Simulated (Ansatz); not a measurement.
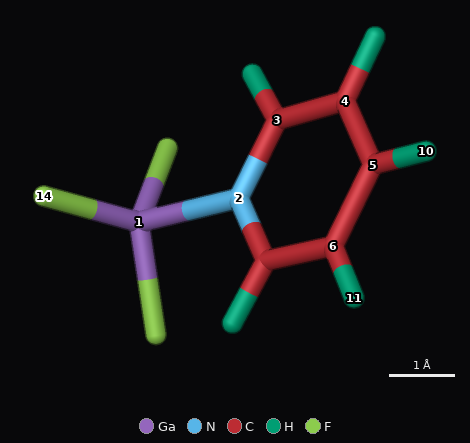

*The starting structure (stick view, seen at a tilt; atoms are numbered from 1 in the order of the input). Sticks mark near contacts.*

Bond lengths as drawn: C–C 1.39 to 1.40 Å, C–H 1.09 Å, C–N 1.34 Å, F–Ga 1.76 Å and Ga–N 2.02 Å.

# Geometry relaxation of C₅H₅F₃GaN (charge +1) (part 1 of 2)

- system: C₅H₅F₃GaN (Ga(py)F3), charge +1, multiplicity 2
- method: UKS r2SCAN-D4/def2-SVP (Ansatz 0.2.0)

The geometry: r2SCAN-D4/def2-SVP start. Figures and captions count atoms from 1; the log counts them from 0 in places.

### The input
```yaml
crystal:
  periodic: [false, false, false]
  atoms:
    - {symbol: Ga, position_ang: [-0.006052, 0.021426, -2.568424]}
    - {symbol: N, position_ang: [0.001174, 0.001165, -0.545295]}
    - {symbol: C, position_ang: [1.037804, 0.538010, 0.121005]}
    - {symbol: C, position_ang: [1.064725, 0.562523, 1.512393]}
    - {symbol: C, position_ang: [-0.007135, 0.005415, 2.215406]}
    - {symbol: C, position_ang: [-1.066476, -0.569761, 1.507777]}
    - {symbol: C, position_ang: [-1.025578, -0.559596, 0.116722]}
    - {symbol: H, position_ang: [1.845853, 0.933652, -0.502547]}
    - {symbol: H, position_ang: [1.916534, 1.007702, 2.031282]}
    - {symbol: H, position_ang: [-0.013325, 0.012593, 3.309268]}
    - {symbol: H, position_ang: [-1.914256, -1.026903, 2.022791]}
    - {symbol: H, position_ang: [-1.803726, -1.008255, -0.508997]}
    - {symbol: F, position_ang: [1.736463, 0.052918, -2.827339]}
    - {symbol: F, position_ang: [-0.844134, 1.487895, -3.045951]}
    - {symbol: F, position_ang: [-0.921890, -1.458784, -2.838102]}
basis:
  gaussian: {orbitals: def2-SVP}
total_charge: 1
magnetization: {spin_polarized: true, initial_magnetization: 1}
hamiltonian: {xc: r2scan, dispersion: d4}
scf: {lower_state_search: "off"}
output: {orbitals: {seedname: orbitals}}
relax: {f_tol: 0.02, max_steps: 100}
```

Launched with:
```bash
ansatz run in.yaml --threads 4 --pin off --events-out ev --progress --plain --max-ram 8704MiB
```

### What the program printed
```
Functional definition: r2SCAN
  name "r2SCAN"
  cite "Furness, Kaplan, Ning, Perdew & Sun, J. Phys. Chem. Lett. 11, 8208 (2020) doi:10.1021/acs.jpclett.0c02405"
  cite "Furness, Kaplan, Ning, Perdew & Sun, J. Phys. Chem. Lett. 11, 9248 (2020) doi:10.1021/acs.jpclett.0c03077"
  parent r2scan
  parameter k0 = 0.174
  parameter k1 = 0.065
  parameter a1 = 4.9479
  exchange = r2scan_x(k0 = k0, k1 = k1, a1 = a1)
  correlation = r2scan_c
these checks for a lower state are left out or cut short: stability, starts, cluster_reference, orbital_swaps, neighbouring_geometries, increment
2051 factors; their error is unknown
mean field evaluation 1: about -67237.2225 eV, gradient 6.8e1 eV
mean field evaluation 2: about -67049.1719 eV, gradient 2.0e2 eV
mean field evaluation 4: about -67252.8032 eV, gradient 9.4e0 eV
mean field evaluation 8: about -67252.8037 eV, gradient 9.4e0 eV
mean field evaluation 16: about -67253.4060 eV, gradient 9.7e-1 eV
mean field -67253.43924503 eV, -2471.5183062364 hartree, gradient 2.2e-6 eV, S^2 0.760161; 0 other end points of the search recorded, 0 dependent functions left out
the calculation of the forces begins
reference -67253.43926236 eV, -2471.5183068734 hartree; 50, 49 occupied and 133, 134 virtual orbitals, 2051 factors
relax step   1: F+E_penalty+E_count = -67253.55075607 eV  Δ(F+E_penalty+E_count) = +0.000e0 eV  max|allowed force component| = 1.332e0 eV/Å  Δτ_max = 0.0000 Å  (106 SCF iters, accepted)
these checks for a lower state are left out or cut short: stability, starts, cluster_reference, orbital_swaps, neighbouring_geometries, increment
2051 factors; their error is unknown
mean field evaluation 32: about -67253.6404 eV, gradient 1.3e-1 eV
mean field -67253.51648653 eV, -2471.5211448094 hartree, gradient 2.0e-6 eV, S^2 0.762329; 0 other end points of the search recorded, 0 dependent functions left out
the calculation of the forces begins
reference -67253.51650389 eV, -2471.5211454470 hartree; 50, 49 occupied and 133, 134 virtual orbitals, 2051 factors
relax step   2: F+E_penalty+E_count = -67253.62799776 eV  Δ(F+E_penalty+E_count) = -7.724e-2 eV  max|allowed force component| = 6.306e-1 eV/Å  Δτ_max = 0.0872 Å  (46 SCF iters, accepted)
these checks for a lower state are left out or cut short: stability, starts, cluster_reference, orbital_swaps, neighbouring_geometries, increment
2051 factors; their error is unknown
mean field -67253.54254385 eV, -2471.5221023980 hartree, gradient 1.6e-6 eV, S^2 0.763537; 0 other end points of the search recorded, 0 dependent functions left out
the calculation of the forces begins
reference -67253.54256129 eV, -2471.5221030390 hartree; 50, 49 occupied and 133, 134 virtual orbitals, 2051 factors
relax step   3: F+E_penalty+E_count = -67253.65383483 eV  Δ(F+E_penalty+E_count) = -2.584e-2 eV  max|allowed force component| = 2.557e-1 eV/Å  Δτ_max = 0.1715 Å  (45 SCF iters, accepted)
these checks for a lower state are left out or cut short: stability, starts, cluster_reference, orbital_swaps, neighbouring_geometries, increment
2051 factors; their error is unknown
mean field -67253.55013591 eV, -2471.5223814010 hartree, gradient 2.8e-6 eV, S^2 0.765695; 0 other end points of the search recorded, 0 dependent functions left out
the calculation of the forces begins
reference -67253.55015341 eV, -2471.5223820442 hartree; 50, 49 occupied and 133, 134 virtual orbitals, 2051 factors
relax step   4: F+E_penalty+E_count = -67253.66143776 eV  Δ(F+E_penalty+E_count) = -7.603e-3 eV  max|allowed force component| = 2.954e-1 eV/Å  Δτ_max = 0.1592 Å  (45 SCF iters, accepted)
these checks for a lower state are left out or cut short: stability, starts, cluster_reference, orbital_swaps, neighbouring_geometries, increment
2051 factors; their error is unknown
mean field evaluation 64: about -67253.6743 eV, gradient 1.2e0 eV
mean field -67253.55600957 eV, -2471.5225972541 hartree, gradient 2.6e-6 eV, S^2 0.765319; 0 other end points of the search recorded, 0 dependent functions left out
the calculation of the forces begins
reference -67253.55602706 eV, -2471.5225978971 hartree; 50, 49 occupied and 133, 134 virtual orbitals, 2051 factors
relax step   5: F+E_penalty+E_count = -67253.66737420 eV  Δ(F+E_penalty+E_count) = -5.936e-3 eV  max|allowed force component| = 1.747e-1 eV/Å  Δτ_max = 0.0190 Å  (40 SCF iters, accepted)
these checks for a lower state are left out or cut short: stability, starts, cluster_reference, orbital_swaps, neighbouring_geometries, increment
2051 factors; their error is unknown
mean field -67253.55865377 eV, -2471.5226944267 hartree, gradient 2.4e-6 eV, S^2 0.765323; 0 other end points of the search recorded, 0 dependent functions left out
the calculation of the forces begins
reference -67253.55867128 eV, -2471.5226950702 hartree; 50, 49 occupied and 133, 134 virtual orbitals, 2051 factors
relax step   6: F+E_penalty+E_count = -67253.67008789 eV  Δ(F+E_penalty+E_count) = -2.714e-3 eV  max|allowed force component| = 7.352e-2 eV/Å  Δτ_max = 0.0123 Å  (41 SCF iters, accepted)
these checks for a lower state are left out or cut short: stability, starts, cluster_reference, orbital_swaps, neighbouring_geometries, increment
2051 factors; their error is unknown
mean field -67253.56016102 eV, -2471.5227498171 hartree, gradient 1.4e-6 eV, S^2 0.765752; 0 other end points of the search recorded, 0 dependent functions left out
the calculation of the forces begins
reference -67253.56017855 eV, -2471.5227504612 hartree; 50, 49 occupied and 133, 134 virtual orbitals, 2051 factors
relax step   7: F+E_penalty+E_count = -67253.67167601 eV  Δ(F+E_penalty+E_count) = -1.588e-3 eV  max|allowed force component| = 5.153e-2 eV/Å  Δτ_max = 0.0351 Å  (39 SCF iters, accepted)
these checks for a lower state are left out or cut short: stability, starts, cluster_reference, orbital_swaps, neighbouring_geometries, increment
2051 factors; their error is unknown
mean field evaluation 96: about -67253.5617 eV, gradient 2.9e-4 eV
mean field -67253.56168270 eV, -2471.5228057378 hartree, gradient 2.9e-6 eV, S^2 0.766497; 0 other end points of the search recorded, 0 dependent functions left out
the calculation of the forces begins
reference -67253.56170024 eV, -2471.5228063824 hartree; 50, 49 occupied and 133, 134 virtual orbitals, 2051 factors
relax step   8: F+E_penalty+E_count = -67253.67336271 eV  Δ(F+E_penalty+E_count) = -1.687e-3 eV  max|allowed force component| = 3.706e-2 eV/Å  Δτ_max = 0.0693 Å  (39 SCF iters, accepted)
these checks for a lower state are left out or cut short: stability, starts, cluster_reference, orbital_swaps, neighbouring_geometries, increment
2051 factors; their error is unknown
mean field -67253.56207859 eV, -2471.5228202864 hartree, gradient 2.6e-6 eV, S^2 0.766952; 0 other end points of the search recorded, 0 dependent functions left out
the calculation of the forces begins
reference -67253.56209612 eV, -2471.5228209308 hartree; 50, 49 occupied and 133, 134 virtual orbitals, 2051 factors
relax step   9: F+E_penalty+E_count = -67253.67397601 eV  Δ(F+E_penalty+E_count) = -6.133e-4 eV  max|allowed force component| = 2.712e-2 eV/Å  Δτ_max = 0.0486 Å  (40 SCF iters, accepted)
these checks for a lower state are left out or cut short: stability, starts, cluster_reference, orbital_swaps, neighbouring_geometries, increment
2051 factors; their error is unknown
mean field -67253.56200826 eV, -2471.5228177018 hartree, gradient 2.4e-6 eV, S^2 0.767103; 0 other end points of the search recorded, 0 dependent functions left out
the calculation of the forces begins
reference -67253.56202578 eV, -2471.5228183460 hartree; 50, 49 occupied and 133, 134 virtual orbitals, 2051 factors
relax step  10: F+E_penalty+E_count = -67253.67400436 eV  Δ(F+E_penalty+E_count) = -2.835e-5 eV  max|allowed force component| = 3.103e-2 eV/Å  Δτ_max = 0.0202 Å  (40 SCF iters, accepted)
these checks for a lower state are left out or cut short: stability, starts, cluster_reference, orbital_swaps, neighbouring_geometries, increment
2051 factors; their error is unknown
mean field -67253.56212703 eV, -2471.5228220665 hartree, gradient 1.9e-6 eV, S^2 0.767005; 0 other end points of the search recorded, 0 dependent functions left out
the calculation of the forces begins
reference -67253.56214456 eV, -2471.5228227108 hartree; 50, 49 occupied and 133, 134 virtual orbitals, 2051 factors
relax step  11: F+E_penalty+E_count = -67253.67409638 eV  Δ(F+E_penalty+E_count) = -9.203e-5 eV  max|allowed force component| = 1.008e-2 eV/Å  Δτ_max = 0.0078 Å  (33 SCF iters, accepted)
```

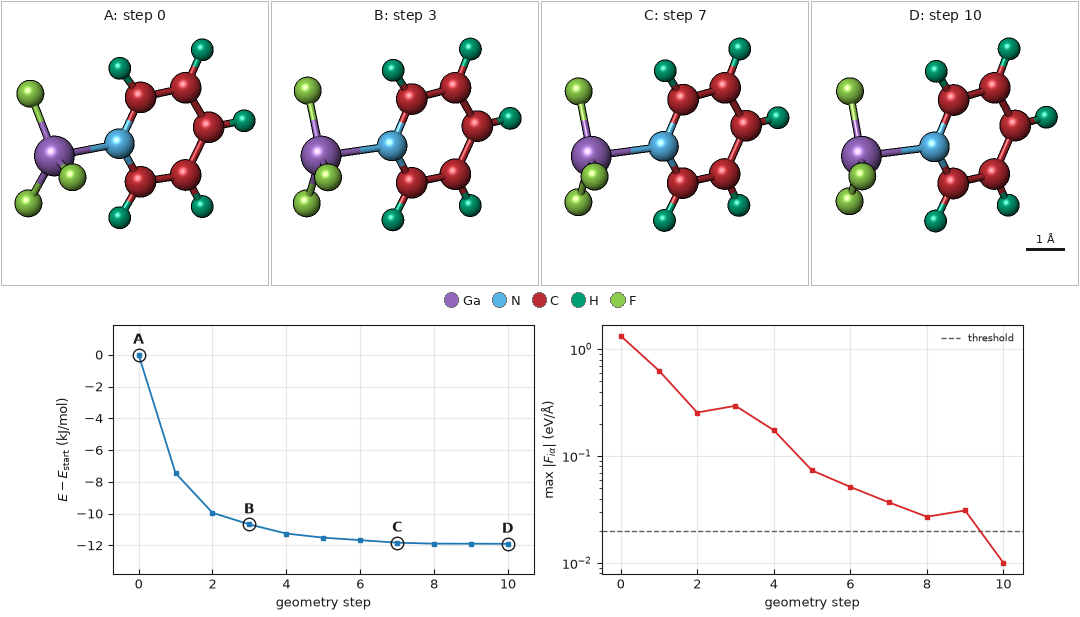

*Frames of the relaxation (ball-and-stick view, seen at a tilt) above the curves, on which the letters mark them (the first geometry is step 0 here and step 1 in the log).*

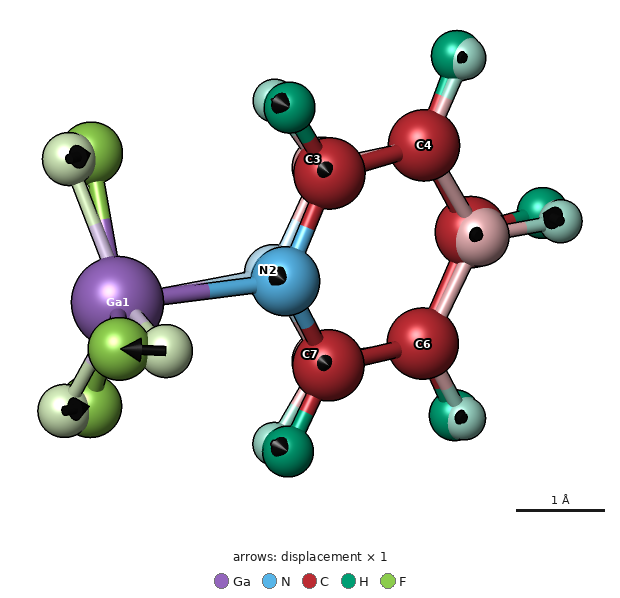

*Start (faint) and end (solid) with the displacements as black arrows, at true length (ball-and-stick view, seen at a tilt). The two geometries are laid on each other by the best rigid fit.*

Over 10 geometry steps the energy falls by 11.9 kJ/mol. The largest force component goes from 1.3 to 0.01 eV/Å. The atom that moves furthest after the best rigid fit is F14 (0.54 Å). Largest moves by element: F 0.54 Å, H 0.36 Å, N 0.30 Å, C 0.21 Å, Ga 0.08 Å. Distances before and after: Ga1–N2 2.023 → 2.089 Å, C3–C4 1.392 → 1.436 Å, Ga1–F14 1.755 → 1.736 Å, Ga1–F13 1.762 → 1.770 Å. Among the angles that change: N2–Ga1–F13 98.3° → 88.5°, N2–Ga1–F14 106.4° → 112.1°, F14–Ga1–F15 114.3° → 118.7°. (Atoms are counted from 1 in the order of the input.)

```
Total energy: -67253.67411391 eV, -2471.5269375088 hartree
Atom 0 at     0.009405    -0.011090    -2.639796 Å, force     0.005489    -0.004923     0.001685 eV/Å
Atom 1 at    -0.142921     0.265904    -0.574832 Å, force    -0.006356     0.001558    -0.006054 eV/Å
Atom 2 at     0.930278     0.714762     0.088403 Å, force     0.005489    -0.003329     0.006138 eV/Å
Atom 3 at     1.072671     0.528278     1.504898 Å, force     0.000217    -0.000075    -0.004689 eV/Å
Atom 4 at     0.074293    -0.142656     2.212473 Å, force    -0.001362     0.001297     0.002576 eV/Å
Atom 5 at    -1.028993    -0.616198     1.501005 Å, force    -0.003805     0.008091    -0.001765 eV/Å
Atom 6 at    -1.105905    -0.390317     0.085262 Å, force     0.007017    -0.010075     0.000642 eV/Å
Atom 7 at     1.697079     1.226469    -0.504635 Å, force    -0.001216     0.000903     0.000855 eV/Å
Atom 8 at     1.969777     0.912812     1.999878 Å, force    -0.000778     0.000183     0.000016 eV/Å
Atom 9 at     0.159951    -0.303676     3.290954 Å, force     0.001216    -0.001905    -0.003381 eV/Å
Atom 10 at    -1.840767    -1.160815     1.993049 Å, force     0.001194    -0.000410    -0.000525 eV/Å
Atom 11 at    -1.952762    -0.750999    -0.509963 Å, force    -0.000486     0.002687     0.000728 eV/Å
Atom 12 at     1.769354    -0.064303    -2.456183 Å, force    -0.000836     0.002803     0.002648 eV/Å
Atom 13 at    -0.696379     1.301905    -3.529743 Å, force    -0.002729     0.004607    -0.001212 eV/Å
Atom 14 at    -0.915101    -1.510076    -2.460782 Å, force    -0.003053    -0.001411     0.002339 eV/Å
Dipole moment:    -0.032167     0.053353     2.661025 e Å
Checks for a lower state left out: stability, starts, cluster_reference, orbital_swaps, neighbouring_geometries, increment
```

### Trajectory as extended XYZ (Å, eV, eV/Å), 11 frames, from step=1 to step=11
```
15
Properties=species:S:1:pos:R:3:forces:R:3 step=1 energy=-67253.55076
Ga   -0.0061    0.0214   -2.5684    0.1139  -0.1533  -0.3091
N     0.0012    0.0012   -0.5453   -0.0217   0.0759  -0.1829
C     1.0378    0.5380    0.1210   -0.1122  -0.1249  -1.3318
C     1.0647    0.5625    1.5124   -0.0878  -0.0675   1.2789
C    -0.0071    0.0054    2.2154   -0.0181  -0.0083   0.3026
C    -1.0665   -0.5698    1.5078    0.1119   0.0404   1.2926
C    -1.0256   -0.5596    0.1167    0.1593   0.0210  -1.3186
H     1.8459    0.9337   -0.5025    0.0898   0.0665  -0.0042
H     1.9165    1.0077    2.0313    0.0375   0.0293   0.0331
H    -0.0133    0.0126    3.3093   -0.0009   0.0013  -0.0022
H    -1.9143   -1.0269    2.0228   -0.0443  -0.0162   0.0341
H    -1.8037   -1.0083   -0.5090   -0.1024  -0.0391  -0.0006
F     1.7365    0.0529   -2.8273    0.1222   0.0732   0.1279
F    -0.8441    1.4879   -3.0460   -0.1067   0.1804  -0.0404
F    -0.9219   -1.4588   -2.8381   -0.1407  -0.0788   0.1207
```
